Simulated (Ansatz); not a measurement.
A series of calculations on TaH2OBrCl4

### Relaxation

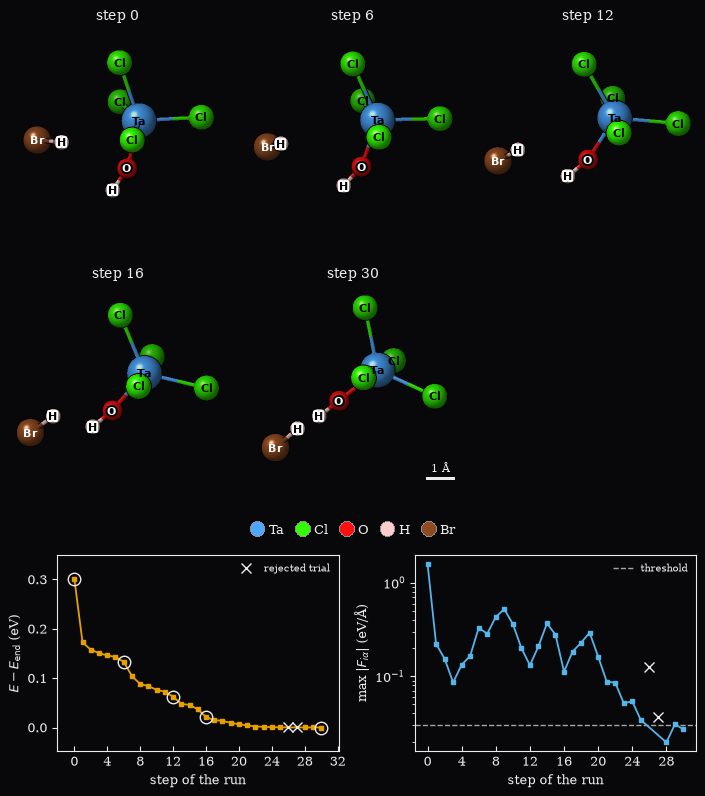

Frames of a relaxation of TaH2OBrCl4, marked on the history of the run. The picture is a ball-and-stick view, seen at a tilt.

The run prepares an end point of a later path (reaction) calculation, from a guessed geometry.

Method: Ansatz 0.2.0, RHF/def2-SVP. Settings: no spin polarisation; force threshold 0.03 eV/Å; at most 50 steps.

Q: Describe the path.

A: Over 28 accepted moves (30 points after the start) the energy falls by 0.302 eV. Largest force component: 1.6 eV/Å at the start, 0.027 eV/Å at the end. The line search rejected the trial steps at points 26, 27 of the run. The atom that moves furthest after the best rigid fit is the Br atom (1.91 Å). Largest moves by element: Br 1.91 Å, H 1.57 Å, Cl 1.43 Å, O 1.26 Å, Ta 0.38 Å. Among the contacts that change: Br–H 1.491 → 1.411 Å, Cl–Ta 2.449 → 2.391 Å, Cl–Ta 2.273 → 2.318 Å, Cl–Ta 2.342 → 2.318 Å. Bond angles that change, for instance: Cl–Ta–O 148.5° → 118.1°, Cl–Ta–Cl 157.3° → 177.2°, Cl–Ta–Cl 106.2° → 123.8°. From step 0 to 6: an H atom moves most (0.60 Å), energy −0.169 eV. From step 6 to 12: H and Cl atoms move most (0.57 Å), energy −0.071 eV. From step 12 to 16: the Br atom moves most (0.56 Å), energy −0.041 eV. From step 16 to 30: the Br atom moves most (0.61 Å), energy −0.021 eV.

| step | E − E(0), eV | largest force component, eV/Å | note |
| --- | --- | --- | --- |
| 0 | 0.0000 | 1.6014 |  |
| 1 | -0.1294 | 0.2224 |  |
| 2 | -0.1441 | 0.1542 |  |
| 3 | -0.1511 | 0.0860 |  |
| 4 | -0.1557 | 0.1326 |  |
| 5 | -0.1587 | 0.1651 |  |
| 6 | -0.1687 | 0.3309 |  |
| 7 | -0.1977 | 0.2848 |  |
| 8 | -0.2136 | 0.4318 |  |
| 9 | -0.2180 | 0.5223 |  |
| 10 | -0.2253 | 0.3623 |  |
| 11 | -0.2295 | 0.2003 |  |
| 12 | -0.2392 | 0.1313 |  |
| 13 | -0.2540 | 0.2088 |  |
| 14 | -0.2561 | 0.3683 |  |
| 15 | -0.2649 | 0.2783 |  |
| 16 | -0.2806 | 0.1120 |  |
| 17 | -0.2867 | 0.1833 |  |
| 18 | -0.2884 | 0.2289 |  |
| 19 | -0.2924 | 0.2926 |  |
| 21 | -0.2975 | 0.0878 |  |
| 22 | -0.2999 | 0.0854 |  |
| 23 | -0.3004 | 0.0516 |  |
| 24 | -0.3012 | 0.0538 |  |
| 25 | -0.3015 | 0.0341 |  |
| 26 | -0.2999 | 0.1245 | rejected |
| 27 | -0.3014 | 0.0365 | rejected |
| 28 | -0.3017 | 0.0196 |  |
| 29 | -0.3018 | 0.0307 |  |
| 30 | -0.3018 | 0.0270 |  |

Limits of the set-up: the start holds two separate molecules, 2.6 Å apart at their closest, whose relative position is a soft coordinate and is computed without a dispersion correction; Hartree-Fock leaves out electron correlation.

### Relaxation

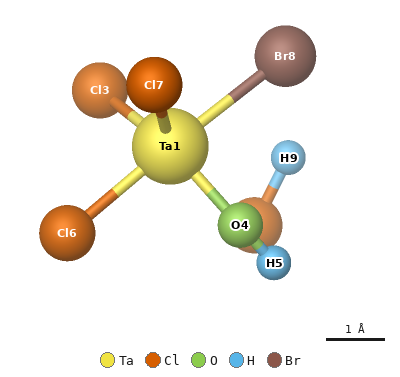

This is the input geometry for a relaxation of TaH2OBrCl4. The picture is a ball-and-stick view, seen from a free direction.

The run prepares an end point of a later path (reaction) calculation, from a guessed geometry.

These are results of Ansatz 0.2.0, RHF/def2-SVP, not measurements.

The input:
```yaml
crystal:
  periodic: [false, false, false]
  atoms:
    - { symbol: Ta, position_ang: [-0.597846, -0.495254, 0.27009] }
    - { symbol: Cl, position_ang: [2.963148, 0.315312, -0.142528] }
    - { symbol: Cl, position_ang: [0.091629, 0.336938, 2.330259] }
    - { symbol: O, position_ang: [0.091743, -0.571225, -1.423243] }
    - { symbol: H, position_ang: [0.803939, -0.459015, -2.037459] }
    - { symbol: Cl, position_ang: [-1.535479, 1.608305, -0.172002] }
    - { symbol: Cl, position_ang: [-2.590683, -1.605889, 0.356445] }
    - { symbol: Br, position_ang: [0.82138, -2.637043, 0.848833] }
    - { symbol: H, position_ang: [2.90367, -0.897329, 0.387605] }
basis:
  gaussian: { orbitals: def2-SVP }
hamiltonian:
  xc: hf
relax:
  f_tol: 0.03
  max_steps: 50
```

Command:
```bash
ansatz run input.yaml --threads 4 --pin off --max-ram 5120MiB --backend cpu --events-out ev --progress --plain --runs-dir out
```

Q: Predict the outcome.

A: The energy falls by 0.216 eV in 25 geometry steps. Largest force component: 1.3 eV/Å at the start, 0.018 eV/Å at the end. The atom that moves furthest after the best rigid fit is Cl2 (1.70 Å). By element the largest moves are Cl 1.70 Å, H 1.20 Å, O 1.09 Å, Br 0.75 Å, Ta 0.37 Å. Near-neighbour distances that change, for instance: Ta1–Br8 2.634 → 2.572 Å, Cl2–H9 1.325 → 1.277 Å, Ta1–Cl7 2.283 → 2.315 Å, Ta1–Cl3 2.326 → 2.315 Å. Among the angles between lasting bonds that change: Cl3–Ta1–O4 136.3° → 118.1°, Cl3–Ta1–Cl7 113.5° → 123.6°, O4–Ta1–Cl7 110.1° → 118.2°.

The structure at the end:

```xyz
9

Ta   -0.8478   -0.3178    0.4782
Cl    3.5466   -0.7181   -1.3584
Cl   -0.8330    0.6660    2.5743
O     0.4183    0.2047   -0.7235
H     1.2839    0.1381   -1.1160
Cl   -2.3948    1.2837   -0.2630
Cl   -2.3040   -2.0104   -0.1332
Br    0.7680   -2.1084    1.3719
H     3.3142   -1.5429   -0.4121
```

After the run, drawn alike:

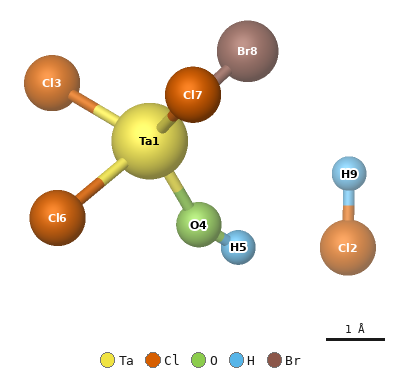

Limits of the set-up: the start holds two separate molecules, 2.8 Å apart at their closest, whose relative position is a soft coordinate and is computed without a dispersion correction; Hartree-Fock leaves out electron correlation.

### Path

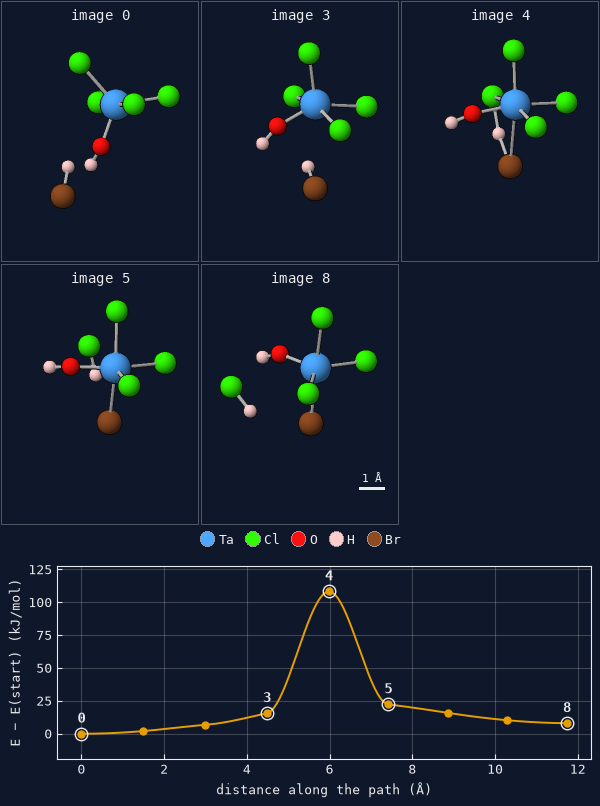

A search for the minimum-energy path of TaH2OBrCl4, made up at the start of TaHOCl₄ and HBr by the nudged elastic band. Images are numbered from 0 (start) to 8 (end). A ball-and-stick model, seen from a free direction.

All numbers below come from Ansatz, RHF/def2-SVP. Settings: 7 movable images; climbing image; force threshold 0.05 eV/Å; iteration limit 60; starting path through a guess of the saddle point.

Describe the mechanism and the energy profile.

Answer. Breaking: Br–H (1.41 → 3.16 Å), Cl–Ta (2.39 → 4.78 Å). Forming: Cl–H (3.03 → 1.28 Å), Br–Ta (4.94 → 2.57 Å). Forward barrier 108.3 kJ/mol, backward barrier 100.3 kJ/mol, with image 4 at the top; the reaction energy is +8.0 kJ/mol. The band converged in 37 iterations. The largest component of the band force went from 130 to 0.027 eV/Å. The climbing image converged on the top of the path. Its vibrational analysis gives one imaginary mode (1186i cm⁻¹), as a transition state must have.

Limits of the set-up: the start holds two separate molecules, 2.7 Å apart at their closest, whose relative position is a soft coordinate and is computed without a dispersion correction; Hartree-Fock leaves out electron correlation.

The run took 9.2 min on 4 threads of Intel(R) Xeon(R) 6975P-C (Granite Rapids) (shared host), peak memory 0.63 GiB.
